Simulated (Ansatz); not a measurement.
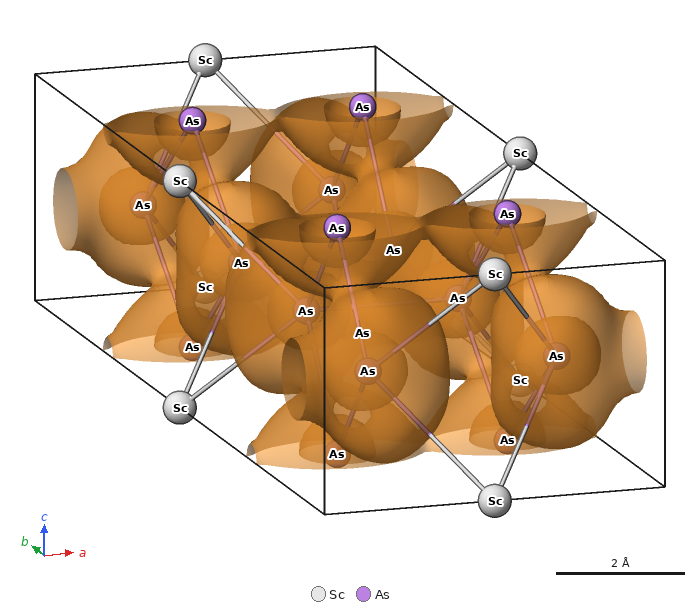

Figure 1: ScAs$_{6}$. Isosurface of the ELF at 0.55 (orange), seen slightly off an axis. Only the valence region is drawn (cores and ρ < 0.01 e/Å³ removed). Sticks mark near contacts.

Space group Cmmm; a structure generated by program, which may or may not match a known phase; computed without spin polarisation.

Computed with Ansatz, DFT PBE, scalar-relativistic, plane waves, PAW.

Core electrons are frozen (PAW), and the valence fields are smoothed inside the atomic spheres.

Where are the electrons localised?

At this value the surface marks out sheets that run through the cell in two directions, counted in one cell of 14 atoms. Any copies at cell faces, edges or corners count once. Along the contacts the grid gives the following. As–As (2.50 Å): the ELF peaks at about 0.70 between the atoms. Sc–As (2.89 Å): the ELF is about 0.45 at the midpoint.
